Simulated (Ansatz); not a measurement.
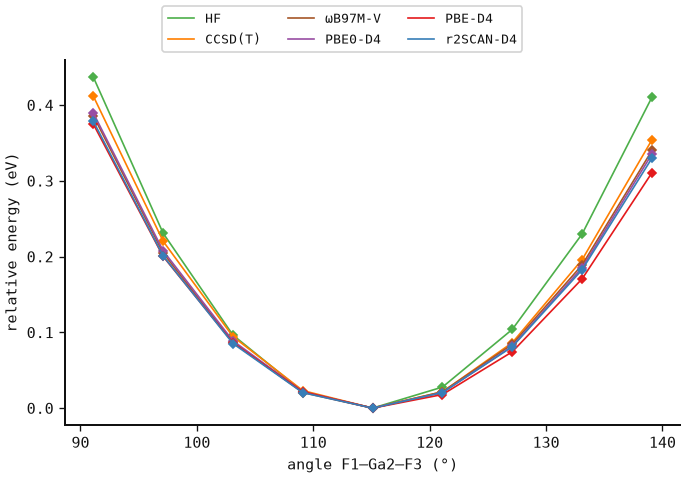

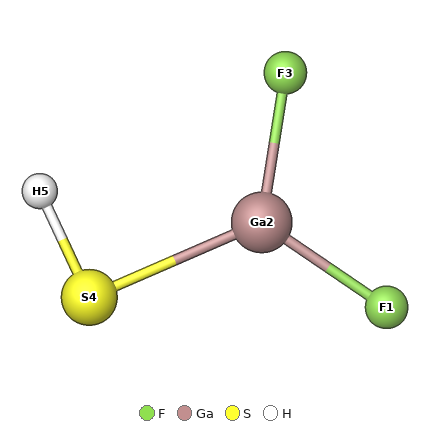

Rigid scan of the bend F1–Ga2–F3 in GaHSF₂, SMILES [F][Ga]([F])[SH], singlet. The Ansatz code 0.2.0, def2-TZVPP, cores frozen in correlated methods. A bend is scanned from the minimum (PBE0-D4/def2-TZVP); energies less that of the minimum at the same level; the first-named atom and what hangs on it turn in the plane. On heavy atoms the filled d shell below the valence is correlated. Straight lines join the computed points.

> How far can the coupled-cluster curve be trusted along the scan?

The calculation's T1 diagnostic reaches at most 0.014 (at 139°), under the customary mark of 0.02, so it gives no sign of multireference character.

> Which curve follows CCSD(T) best, and which worst?

Best PBE0-D4, worst HF; largest departures: PBE0-D4 0.022, ωB97M-V 0.026, r2SCAN-D4 0.033, PBE-D4 0.043, HF 0.056 eV. CCSD(T) is in the same finite basis, not at its limit.

Note: no scalar relativity up to krypton.
